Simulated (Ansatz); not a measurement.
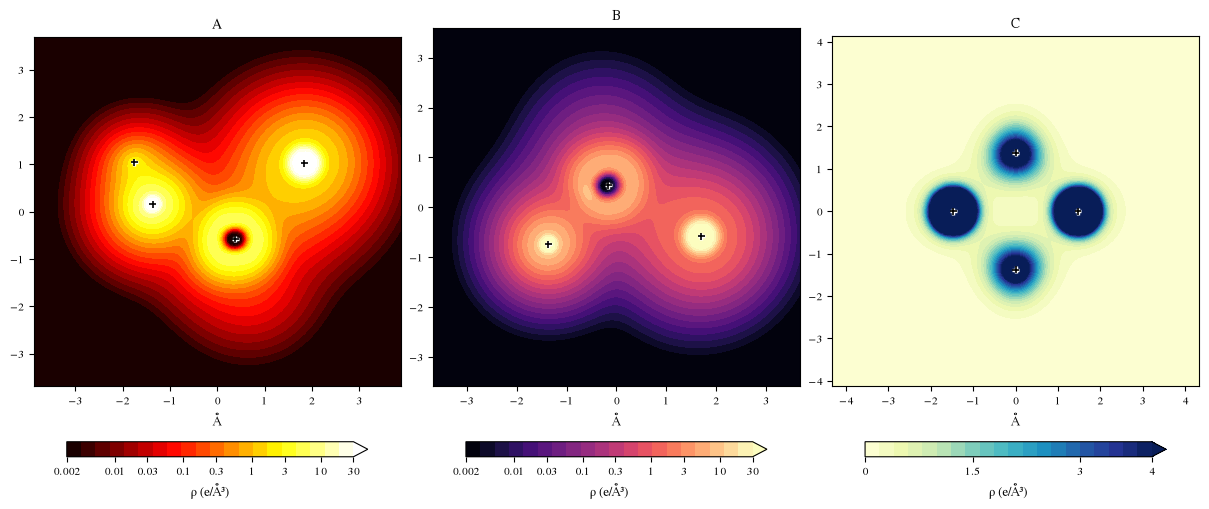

The total electron density of 3 systems, each on a plane through atoms (crosses mark nuclei in the plane).

Computed with Ansatz, isolated molecule in a Gaussian basis; Kohn-Sham density functional theory, functional PBE0.

System 1: H₃O₃STa, the plane of atoms Ta5, O2 and H7. Geometry: PBE0-D4/def2-SVP; core potentials replace the inner electrons of Ta.

```yaml
atoms:
  - { symbol: O, position_ang: [-1.0139, 1.5583, 0.1139] }
  - { symbol: O, position_ang: [0.9077, -0.3483, 1.6044] }
  - { symbol: O, position_ang: [-1.0518, -1.4689, -0.5058] }
  - { symbol: S, position_ang: [1.5460, 0.2985, -1.5942] }
  - { symbol: Ta, position_ang: [0.0501, 0.0007, -0.0470] }
  - { symbol: H, position_ang: [-1.0521, 2.4204, -0.3085] }
  - { symbol: H, position_ang: [1.8141, -0.4234, 1.9141] }
  - { symbol: H, position_ang: [-1.1081, -2.0944, -1.2328] }
```

System 2: Ga₂H₈N₂ (SMILES [NH2+]1[GaH2-][NH2+][GaH2-]1), the plane of atoms Ga1, N3 and Ga2. Geometry: PBE0-D4/def2-SVP.

```
atom    x (Å)    y (Å)    z (Å)
  Ga  -0.3780   0.0002   1.4234
  Ga   0.3763  -0.0050  -1.4238
   N  -1.2520   0.4797  -0.3326
   N   1.2540  -0.4740   0.3331
   H  -2.0801  -0.0732  -0.5510
   H  -1.5278   1.4582  -0.4075
   H  -1.0283  -1.3120   1.9914
   H  -0.0985   1.3089   2.2461
   H   1.5379  -1.4501   0.4101
   H   2.0776   0.0861   0.5503
   H   1.0277   1.3010  -2.0047
   H   0.0914  -1.3198  -2.2348
```

System 3: ClFOSW (SMILES [O]=[W]([F])(=[S])[Cl]), the plane of atoms O3, W5 and S4. Geometry: PBE0-D4/def2-SVP; core potentials replace the inner electrons of W.

```xyz
5

Cl   -0.1875    2.1802   -0.1020
F     1.7939   -0.6750   -0.3344
O    -0.3442   -0.5342    1.6114
S    -1.2986   -0.9848   -1.2663
W     0.0862   -0.0599    0.0501
```

### Match each panel to its system.

Panel A is system 1, H₃O₃STa: the plane holds O, S, Ta and H. Ta–O (1.89 Å): ρ at the midpoint is about 1 e/Å³. Panel B is system 3, ClFOSW: the plane holds O, S and W. W–O (1.69 Å): ρ at the midpoint is about 1.9 e/Å³. Panel C is system 2, Ga₂H₈N₂: the plane holds Ga and N. Ga–N (2.02 Å): the density is about 0.62 e/Å³ at the midpoint.
